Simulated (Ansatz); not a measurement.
```xyz
5

Ge   -1.0022    0.2229    0.1935
H     1.8471   -0.4503    1.8293
Cl    1.8828    0.3265    0.8097
H    -0.5114    1.0776   -1.0504
Cl   -0.9009   -1.7234   -0.8511
```

All numbers below come from RKS BHLYP/def2-SVP (Ansatz).

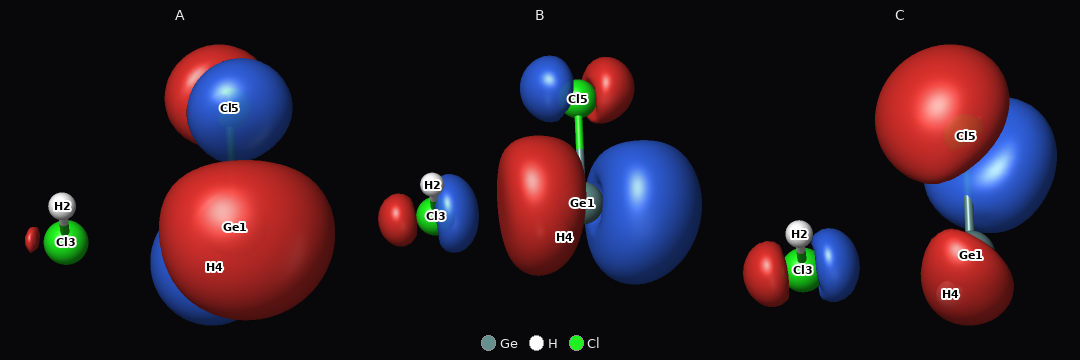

ClGeH···HCl. Three frontier orbitals at ±0.1 Å⁻³ᐟ² (red and blue are the two phases), in no order.

Q: Which picture is the HOMO−1, the HOMO and the LUMO?

A: C is the HOMO−1 (−9.79 eV). It lies mainly on Cl5 (about 80 %) and Ge1 (about 15 %); largely a lone pair of Cl5. A is the HOMO (−7.65 eV). It lies mainly on Ge1 (about 60 %), Cl5 (about 20 %) and H4 (about 15 %). B is the LUMO (−1.18 eV). Its weight (Hirshfeld) is mainly on Ge1 (about 75 %), Cl5 (about 10 %) and Cl3 (about 10 %).

Q: What is the HOMO–LUMO gap?

A: 6.47 eV between the orbital energies.
